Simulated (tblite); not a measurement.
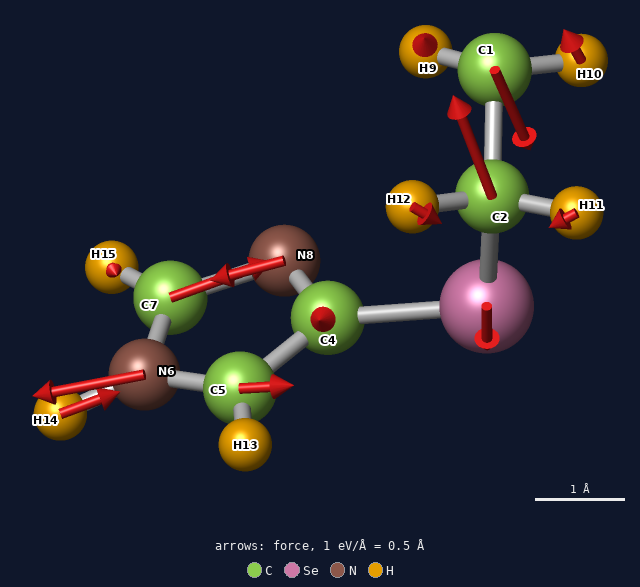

Starting geometry of C₅H₇N₂Se (multiplicity 2) with the computed forces as red arrows. A ball-and-stick model, seen from a free direction.

Method: GFN2-xTB geometry optimisation, gas phase (tblite). 

Q: What follows when this structure is relaxed?

A: It isn't relaxed: the largest force vector, on a C atom, is 3.02 eV/Å. The final displacements have little in common with the starting forces (cosine between the two patterns 0.22). The energy falls by 134.1 kJ/mol in 126 geometry steps. The largest move after the best rigid fit is that of the Se atom, 1.87 Å. By element the largest moves are Se 1.87 Å, H 1.55 Å, C 1.05 Å, N 0.95 Å. Some distances before and after: C–Se 1.923 → 4.076 Å, C–Se 2.833 → 4.275 Å, C–C 1.505 → 1.317 Å, C–Se 1.944 → 1.851 Å. Bonds break, among them: C–Se (1.92 → 4.08 Å). Among the angles between lasting bonds that change: C–C–H 105.3° → 121.9°, C–C–H 107.8° → 122.2°, C–C–H 107.4° → 121.8°. Cost: 0.89 s on 1 thread of Arm Neoverse V1 (shared host).
